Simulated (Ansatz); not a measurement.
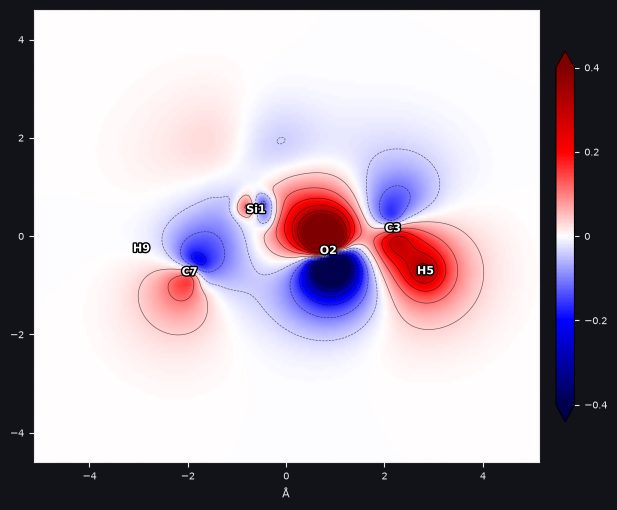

*C$_{2}$H$_{8}$O$_{3}$Si. The HOMO−1 on the plane of atoms Si1, C7 and H9 (values in Å⁻³ᐟ²; the overall sign is arbitrary).*

All numbers below come from RKS CAM-B3LYP-D4/6-31G in Ansatz 0.2.0.

```yaml
atoms:
  - { symbol: Si, position_ang: [-0.0527, -0.1240, -0.0028] }
  - { symbol: O, position_ang: [-0.0354, -0.5033, 1.6508] }
  - { symbol: C, position_ang: [-1.0819, -0.2845, 2.6130] }
  - { symbol: H, position_ang: [-1.8995, -0.9996, 2.4697] }
  - { symbol: H, position_ang: [-0.6507, -0.4290, 3.6038] }
  - { symbol: H, position_ang: [-1.4769, 0.7333, 2.5325] }
  - { symbol: C, position_ang: [1.7225, -0.0285, -0.5491] }
  - { symbol: H, position_ang: [2.2607, -0.9393, -0.2777] }
  - { symbol: H, position_ang: [1.7865, 0.1144, -1.6294] }
  - { symbol: H, position_ang: [2.2106, 0.8148, -0.0563] }
  - { symbol: O, position_ang: [-0.8614, 1.3425, -0.2597] }
  - { symbol: H, position_ang: [-1.7320, 1.4166, -0.6725] }
  - { symbol: O, position_ang: [-1.0053, -1.2454, -0.8678] }
  - { symbol: H, position_ang: [-0.9752, -2.2083, -0.8076] }
```

> What is the character of this orbital?

By Hirshfeld shares it lies mainly on O2 (about 50 %), O11 (about 20 %), C3 (about 10 %) and Si1 (about 5 %). Its energy is −9.60 eV.
